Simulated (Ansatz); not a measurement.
**Cl$_{2}$H$_{4}$N$_{2}$Si (Si(NH2)2Cl2): density, localisation and related maps**

Input file:

```
crystal:
  periodic: [false, false, false]
  atoms:
    - {symbol: Si, position_ang: [-0.369650, 0.007657, -0.258468]}
    - {symbol: N, position_ang: [-0.339475, -0.230079, 1.440901]}
    - {symbol: H, position_ang: [0.097607, 0.485154, 2.027610]}
    - {symbol: H, position_ang: [-1.152863, -0.648330, 1.897077]}
    - {symbol: N, position_ang: [1.243424, 0.210272, -0.808275]}
    - {symbol: H, position_ang: [1.923053, -0.530205, -0.616947]}
    - {symbol: H, position_ang: [1.404945, 0.645516, -1.718831]}
    - {symbol: Cl, position_ang: [-1.379590, 1.693884, -0.964419]}
    - {symbol: Cl, position_ang: [-1.427441, -1.633868, -0.998658]}
basis:
  gaussian: {orbitals: def2-TZVP, initial_orbitals: start.molden}
hamiltonian: {xc: pbe0, dispersion: d4}
scf: {omitted_lower_state_checks: [starts]}
output: {orbitals: {seedname: orbitals}}
```

Launched as:

```sh
ansatz run in.yaml --threads 4 --pin off --events-out ev --progress --plain --max-ram 3916MiB
```

Geometry: PBE-D4/def2-SVP.

Theory: RKS PBE0-D4/def2-TZVP in Ansatz 0.2.0.

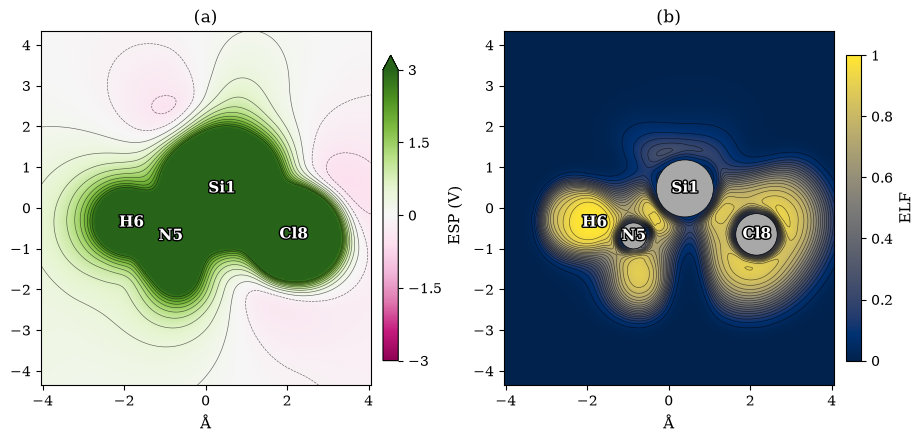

Figure 1. (a) electrostatic potential; (b) ELF on the plane of atoms N5, Si1 and Cl8. Grey discs cover the atomic cores in the ELF map.

What does the map show?

The section cuts through Si, N, H and Cl sites.
Si–N (1.72 Å): the ELF peaks at about 0.90 between the atoms, as expected for a shared but strongly polarised pair.
Si–Cl (2.09 Å): the ELF peaks at about 0.90 between the atoms: a polar covalent bond.
N–H (1.02 Å): the ELF climbs to about 1 towards the hydrogen, as it does in any bond to H; a covalent bond by its length.
The ELF also peaks beside Cl8, away from the bonds: lone-pair regions.
Outside the dense part of the molecule the potential is most negative (−0.6 V) near Cl8.

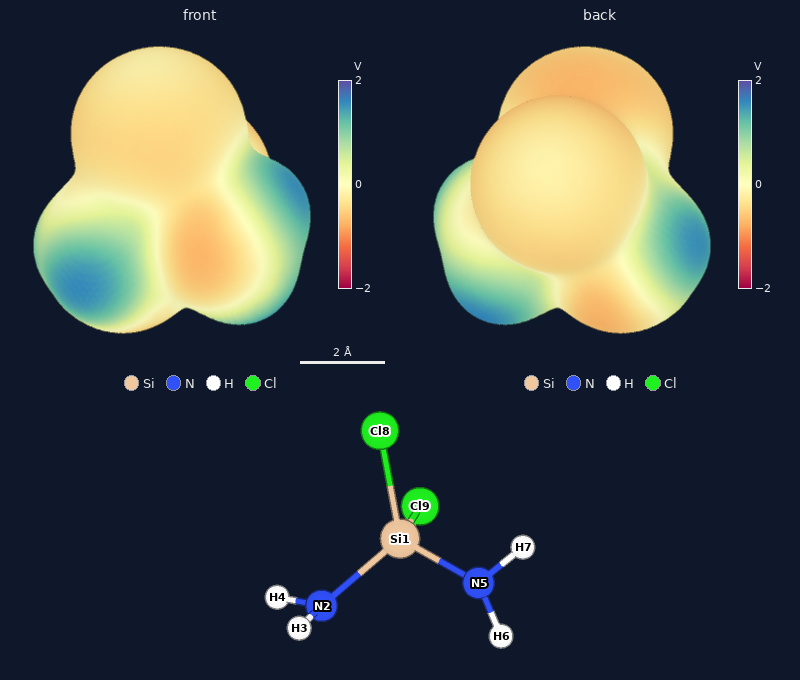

Figure 2. The electrostatic potential painted on the density surface at 0.001 e/bohr³, seen from the front and from behind; the colour scale runs from red (negative) to blue (positive). The bare structure is drawn below in the same view.

Which sites attract a positive test charge, and which a negative one?

A positive charge is drawn to the negative regions and a negative charge to the positive ones. The most negative region (about −0.7 V) lies over N2, N5, Cl8 and Cl9, the most positive (about +1.6 V) over H3, H4, H6 and H7.

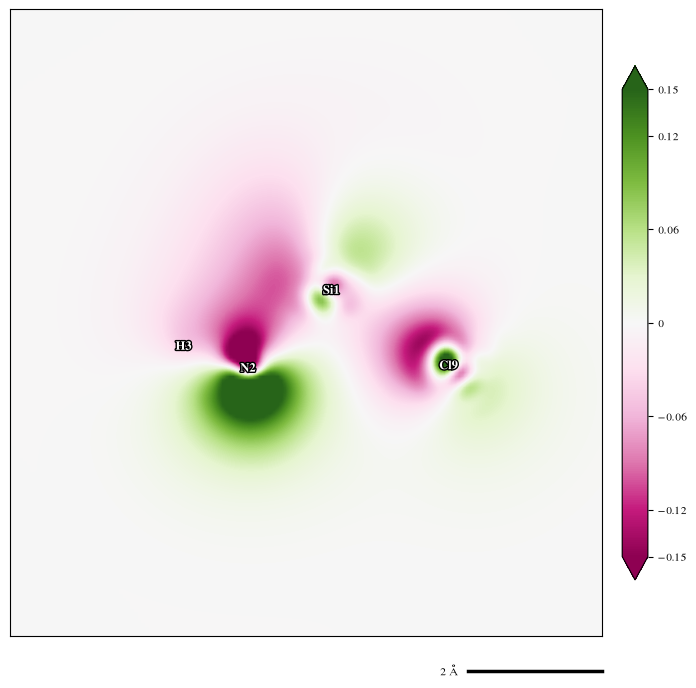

Figure 3. The HOMO on the plane of atoms Si1, N2 and H3 (values in Å⁻³ᐟ²; the overall sign is arbitrary).

What is the character of this orbital?

Its weight (Hirshfeld) is mainly on N2 (about 30 %), N5 (about 30 %), Cl8 (about 15 %) and Cl9 (about 15 %); largely a combination of lone pairs on N2, N5, Cl8 and Cl9. Its energy is −8.06 eV.
